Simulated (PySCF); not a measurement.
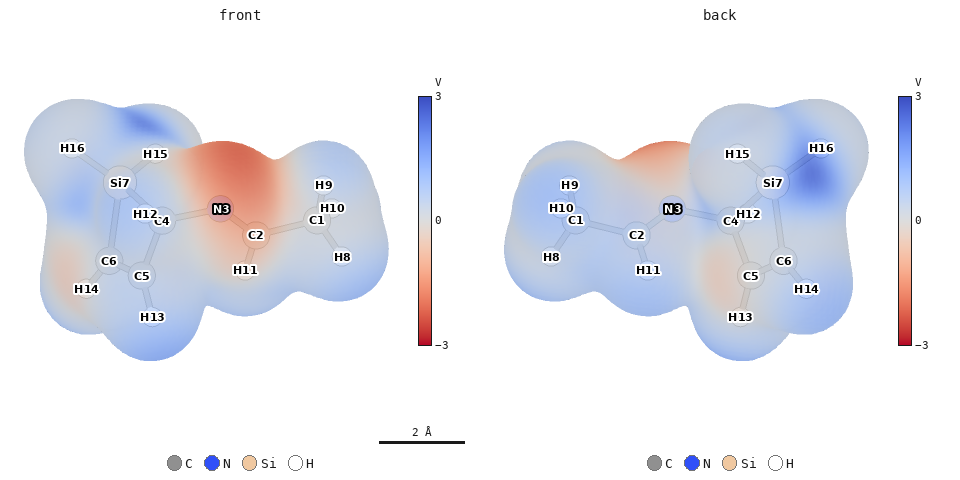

*C$_{5}$H$_{9}$NSi. The electrostatic potential painted on the density surface at 0.004 e/bohr³, seen from the front and from behind; the colour scale runs from red (negative) to blue (positive).*

Geometry: GFN2-xTB.

The calculation used PBE0/def2-SVPD, SCF density, gas phase in PySCF.

```xyz
16

C     2.8052   -0.1927   -0.0069
C     1.3332   -0.3600    0.1426
N     0.6926    0.3072    0.9952
C    -0.7116    0.2072    1.1340
C    -1.4506   -0.9655    0.5254
C    -2.3103   -0.4305   -0.3455
Si   -1.7749    1.3538   -0.0428
H     3.3103   -1.1429    0.1621
H     3.1686    0.5429    0.7044
H     3.0391    0.1329   -1.0201
H     0.8634   -1.0888   -0.5350
H    -0.9341    0.3331    2.1976
H    -1.2867   -2.0027    0.7827
H    -3.0296   -0.9562   -0.9549
H    -1.0040    2.0136   -1.0927
H    -2.7181    2.2577    0.6101
```

> Which sites attract a positive test charge, and which a negative one?

A positive charge is drawn to the negative regions and a negative charge to the positive ones. The most negative region (about −2.1 V) lies over N3, the most positive (about +2.2 V) over Si7. N3 is the likeliest acceptor of a hydrogen bond.
